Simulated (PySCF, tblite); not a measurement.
**C2F5O radical: geometry, infrared bands and EPR parameters**

Wanted: the infrared bands and EPR parameters of C2F5O radical (`F[C](F)OC(F)(F)F`), by calculation.

Programs: tblite 0.8.0 and PySCF 2.14.0, with density-fitted response routines of our own. Each step states its level of theory. These are calculated values for one molecule in the gas phase, unless marked as measured. Atoms are numbered from 0 throughout.

## Step 1: The starting structure

8 atoms, charge 0, multiplicity 2; geometry from: force field or distance geometry start.

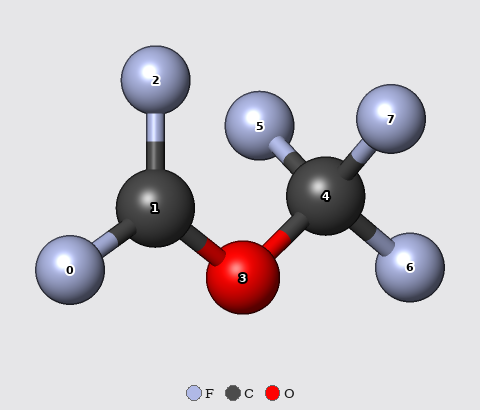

The starting geometry (fluorine light blue, carbon dark grey, oxygen red), atoms numbered.

## Step 2: Optimising the geometry with GFN2-xTB

Job settings and geometry (Å):

```
{"job": {"kind": "relax", "xc": "GFN2-xTB", "basis": "xTB"}, "charge": 0, "multiplicity": 2}
F     -2.412600    -0.872500    -0.320400
C     -1.275000    -0.203000    -0.088300
F     -1.317900     1.057200     0.383000
O     -0.080200    -0.837400    -0.315600
C      0.993700     0.012400     0.012300
F      0.969700     1.118200    -0.772500
F      2.153500    -0.638600    -0.234100
F      0.977800     0.373200     1.311100
```

Command:

```console
> OMP_NUM_THREADS=1 python probes_run.py task.json out
```

The driver reads the jobs from task.json and runs them one after another.

What it wrote:

```text
step      E/eV     max force
  0    -868.69224    2.045
  1    -868.83067    0.754
  2    -868.85947    0.396
  3    -868.86560    0.342
  4    -868.88584    0.604
  5    -868.90577    1.040
  6    -868.76570    2.647
  7    -868.94428    1.342
  8    -868.97810    1.449
  9    -868.84627    2.643
 10    -869.06086    1.265
 11    -869.09902    1.033
 12    -869.16123    0.933
 13    -869.19395    0.522
 14    -869.21326    0.226
 15    -869.21693    0.151
 16    -869.21895    0.088
 17    -869.21948    0.052
 18    -869.21962    0.036
 19    -869.21971    0.026
 20    -869.21980    0.025
 21    -869.21985    0.022
 22    -869.21989    0.022
 23    -869.21993    0.024
 24    -869.22001    0.029
 25    -869.22013    0.035
 26    -869.22027    0.039
 27    -869.22043    0.041
 28    -869.22059    0.034
 29    -869.22073    0.033
 30    -869.22082    0.026
 31    -869.22089    0.024
 32    -869.22095    0.025
 33    -869.22102    0.025
 34    -869.22109    0.027
 35    -869.22114    0.024
 36    -869.22120    0.022
 37    -869.22127    0.029
 38    -869.22137    0.029
 39    -869.22146    0.020
 40    -869.22150    0.014
 41    -869.22151    0.008
```

Wall time 0.15 s (1 thread of Arm Neoverse V1, shared host).

The steps of the relaxation: (not every step is listed) (the energy doesn't fall at every step)

| step | energy from step 0 (eV) | largest force (eV/Å) |
| --- | --- | --- |
| 0 | 0.0000 | 2.0450 |
| 1 | -0.1384 | 0.7544 |
| 2 | -0.1672 | 0.3964 |
| 3 | -0.1734 | 0.3419 |
| 4 | -0.1936 | 0.6043 |
| 5 | -0.2135 | 1.0398 |
| 6 | -0.0735 | 2.6472 |
| 7 | -0.2520 | 1.3424 |
| 8 | -0.2859 | 1.4494 |
| 10 | -0.3686 | 1.2651 |
| 12 | -0.4690 | 0.9330 |
| 14 | -0.5210 | 0.2264 |
| 16 | -0.5267 | 0.0877 |
| 18 | -0.5274 | 0.0359 |
| 20 | -0.5276 | 0.0251 |
| 22 | -0.5276 | 0.0217 |
| 24 | -0.5278 | 0.0292 |
| 26 | -0.5280 | 0.0386 |
| 28 | -0.5284 | 0.0337 |
| 30 | -0.5286 | 0.0264 |
| 32 | -0.5287 | 0.0248 |
| 34 | -0.5289 | 0.0271 |
| 36 | -0.5290 | 0.0222 |
| 37 | -0.5290 | 0.0288 |
| 38 | -0.5291 | 0.0295 |
| 39 | -0.5292 | 0.0203 |
| 40 | -0.5293 | 0.0137 |
| 41 | -0.5293 | 0.0079 |

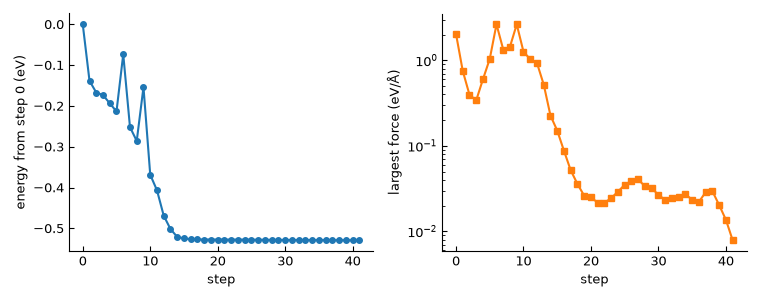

Energy and force, step by step.

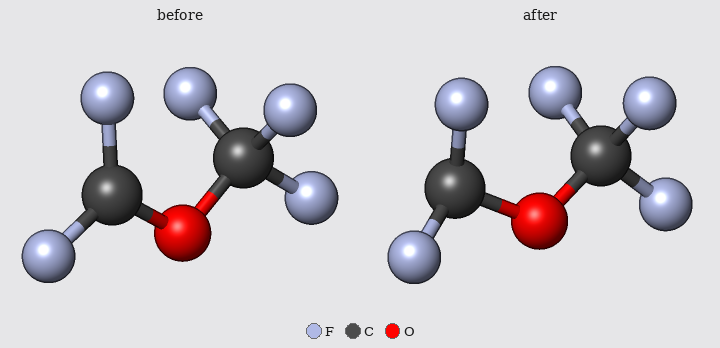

Before and after, at one scale.

Close pairs (by a distance rule), those that changed most:

| bond | before (Å) | after (Å) | change (Å) |
| --- | --- | --- | --- |
| O3–C4 | 1.408 | 1.346 | -0.062 |
| C4–F6 | 1.353 | 1.319 | -0.034 |
| C4–F5 | 1.356 | 1.333 | -0.023 |
| F0–C1 | 1.340 | 1.319 | -0.021 |
| C4–F7 | 1.348 | 1.330 | -0.018 |
| C1–F2 | 1.346 | 1.328 | -0.018 |
| C1–O3 | 1.372 | 1.373 | +0.002 |

The next job starts from the end point, and lists it.

## Step 3: Harmonic vibrations with GFN2-xTB

Job settings and geometry (Å):

```
{"job": {"kind": "ir", "xc": "GFN2-xTB", "basis": "xTB"}, "charge": 0, "multiplicity": 2}
F     -2.309634    -0.936244    -0.279343
C     -1.313914    -0.072528    -0.321330
F     -1.508084     0.931412     0.526574
O     -0.100838    -0.710535    -0.236443
C      1.006802     0.014095     0.008425
F      1.101838     1.089440    -0.773416
F      2.058672    -0.749702    -0.214565
F      1.074216     0.443474     1.265533
```

What it wrote:

```text
mode    cm-1     km/mol
  1      -7.2      0.18
  2      65.7      0.22
  3     130.9      1.43
  4     321.4      1.58
  5     343.3      4.77
  6     383.5      0.78
  7     457.4     21.67
  8     501.0      7.53
  9     541.5     23.64
 10     583.8     52.57
 11     638.9     16.50
 12     862.3     12.72
 13    1005.0     82.82
 14    1069.8    440.06
 15    1128.0    177.25
 16    1173.2    404.99
 17    1203.9    651.69
 18    1229.6    379.72
```

It took 0.14 s on 1 thread of Arm Neoverse V1, shared host.

The strongest bands and the atoms that carry them (share of the mass-weighted mode):

| cm⁻¹ | km/mol | atoms |
| --- | --- | --- |
| 542 | 23.6 | F5 34 %, F7 19 %, F6 15 %, O3 12 % |
| 584 | 52.6 | O3 28 %, C1 23 %, F7 20 % |
| 1005 | 82.8 | C1 25 %, F2 24 %, O3 17 %, C4 15 % |
| 1070 | 440.1 | C4 75 %, F7 13 %, F5 12 % |
| 1128 | 177.2 | C4 63 %, F6 17 % |
| 1173 | 405.0 | C4 57 %, O3 20 %, C1 10 % |
| 1204 | 651.7 | C1 57 %, O3 32 % |
| 1230 | 379.7 | C1 66 %, F0 19 % |

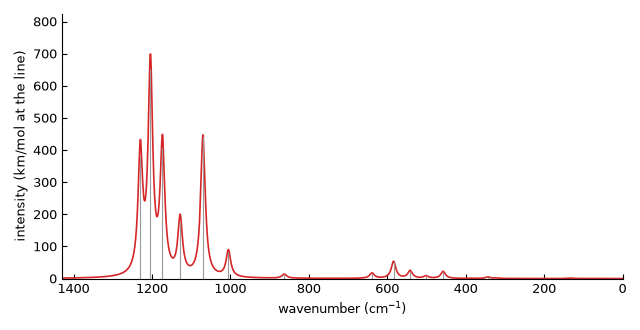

The infrared spectrum from these modes, unscaled. Lines are broadened to a width of 14 cm⁻¹ (Lorentzian).

## Step 4: EPR parameters: B3LYP/pcH-1

The job, as its differences from that of step 3:

```diff
@@ -1,2 +1,2 @@
-{"job": {"kind": "ir", "xc": "GFN2-xTB", "basis": "xTB"}, "charge": 0, "multiplicity": 2}
+{"job": {"kind": "epr", "basis": "pcH-1"}, "charge": 0, "multiplicity": 2}
 F     -2.309634    -0.936244    -0.279343
```

Method: UKS B3LYP, pcH-1 on C F O, non-relativistic, mean-field spin-orbit, GIAO.

What it wrote:

```text
UKS, coarse grid
  cycle   1  E = -650.34551914  |g| = 9.13e-01
  cycle   2  E = -649.99753297  |g| = 1.45e+00
  cycle   3  E = -650.60987113  |g| = 7.41e-02
  cycle   4  E = -650.61036875  |g| = 6.31e-02
  cycle   5  E = -650.61152107  |g| = 8.63e-03
  cycle   6  E = -650.61154517  |g| = 3.23e-03
  cycle   7  E = -650.61154971  |g| = 1.60e-03
  cycle   8  E = -650.61155007  |g| = 4.31e-04
UKS, final grid
  cycle   1  E = -650.61149527  |g| = 5.72e-04
  cycle   2  E = -650.61149513  |g| = 9.13e-04
  cycle   3  E = -650.61149537  |g| = 4.65e-05
  cycle   4  E = -650.61149537  |g| = 2.24e-05
E = -650.61149537 Eh   <S^2> = 0.7516 (exact 0.7500)
g shifts (ppm)      1          2          3
  rmc          -280       -280       -280
  gc             25         43         37
  oz_so        -206       1797       2141
  total        -462       1560       1898
hyperfine (MHz)  atom isotope    a_iso     a_fc   dipolar eigenvalues
    0   19F     334.02     334.02   -214.76   -198.56    413.32
    1   13C     664.64     664.64    -72.63    -71.89    144.53
    2   19F     379.82     379.82   -221.69   -206.89    428.58
    3   17O     -43.86     -43.86    -41.62     19.92     21.70
    4   13C      -4.26      -4.26     -1.78     -0.16      1.94
    5   19F      -5.47      -5.47     -9.63     -3.36     12.99
    6   19F       4.52       4.52     -5.39     -2.54      7.93
    7   19F      25.15      25.15    -10.38     -7.86     18.24
```

It took 28 s on 1 thread of Arm Neoverse V1, shared host; peak memory 0.69 GiB.

Principal g values 2.00186, 2.00388, 2.00422; g(iso) = 2.00332, against 2.00232 for a free electron.

Hyperfine couplings; where a row names several nuclei, a(iso) is their mean (it holds for fast rotation or exchange) and the dipolar term the largest among them:

| nuclei | isotope | a(iso) (MHz) | a(iso) (G, at g = 2.0023) | largest dipolar term (MHz) |
| --- | --- | --- | --- | --- |
| C1 | 13C | 664.6 | 237.2 | 144.5 |
| F0, F2 | 19F | 356.9 | 127.4 | 428.6 |
| O3 | 17O | -43.9 | -15.7 | -41.6 |
| F5, F6, F7 | 19F | 8.1 | 2.9 | 18.2 |
| C4 | 13C | -4.3 | -1.5 | 1.9 |

Mulliken spin populations:

| atom | value (e) |
| --- | --- |
| F0 | 0.06 |
| C1 | 0.82 |
| F2 | 0.06 |
| O3 | 0.06 |
| C4 | 0.00 |
| F5 | 0.00 |
| F6 | 0.00 |
| F7 | 0.00 |

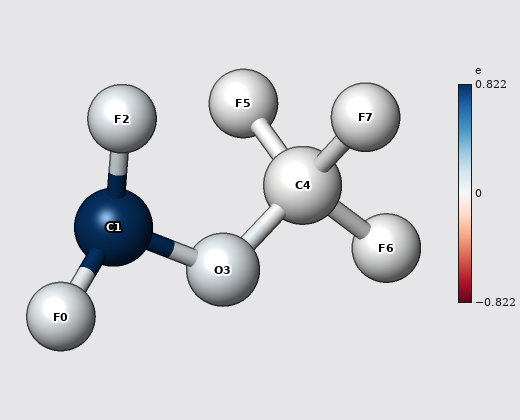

Mulliken spin populations, as colours on the atoms.

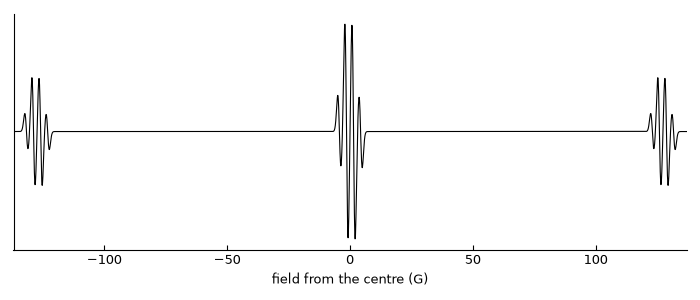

First-order isotropic spectrum (first derivative, main isotopes with spin only, couplings over 0.8 MHz, Gaussian width 0.7 G; couplings of the frozen geometry, rotation of groups not averaged beyond the rows shown).

Orbitals, density, ELF and potential are computed afterwards from the orbital file.

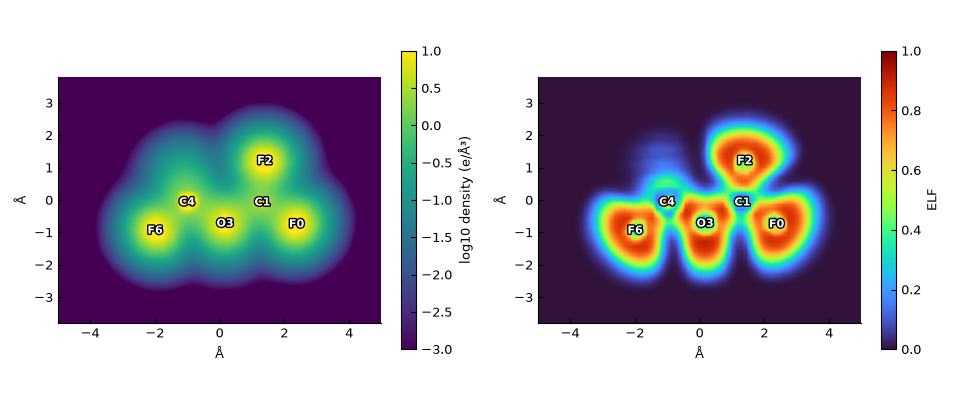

Density (left) and ELF (right) in a plane through or near 6 of the atoms.

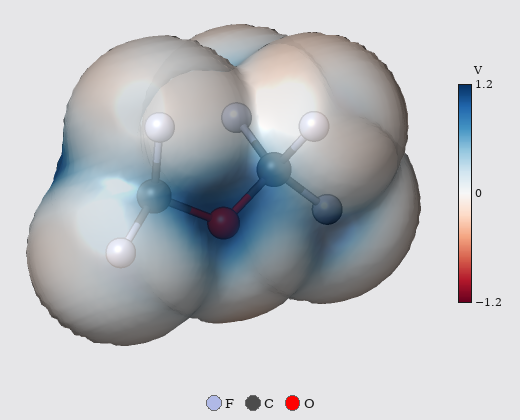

The potential that a unit positive charge feels on the 0.002 e/bohr³ surface, from -0.21 V near O3 to 1.20 V near F2.

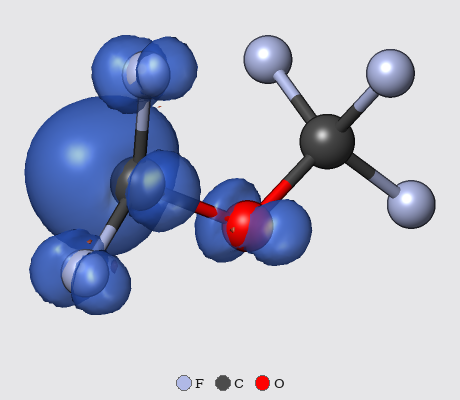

Spin density at ±0.06 e/Å³ (alpha excess blue, beta excess red).

## Step 5: Summary of results

```
                                                                  quantity                  value
                                 strongest single infrared mode (GFN2-xTB)  1204 cm⁻¹, 652 km/mol
                                              zero-point energy (GFN2-xTB)          16.6 kcal/mol
                                                            g(iso) (B3LYP)                2.00332
                                                                      ⟨S²⟩     0.752 (exact 0.75)
                                        largest a(iso) (averaged by class)   13C on C1, 664.6 MHz
potential on the surface of density 0.002 e/bohr³, 1st and 99th percentile     -0.21 V and 1.20 V
```

In words: Over 41 steps the energy fell by 0.529 eV; of the close pairs, O3–C4 changed most, 1.408 to 1.346 Å. The lowest mode is slightly imaginary (7i cm⁻¹), a soft motion within the noise of the Hessian, so the minimum is not strictly shown. The strongest single mode, at 1204 cm⁻¹, moves mainly C1 and O3. GFN2-xTB is a fitted tight-binding method: band positions and strengths are rough. Its intensities can rank the bands wrongly. C1 carries the largest spin population, 0.82 e. The isotropic g lies 1.0 ppt above the free-electron value. These values are for one conformer; the search (at its own cheap level) found 1 more, at 0.08 kcal/mol, and measured spectra average over such forms.
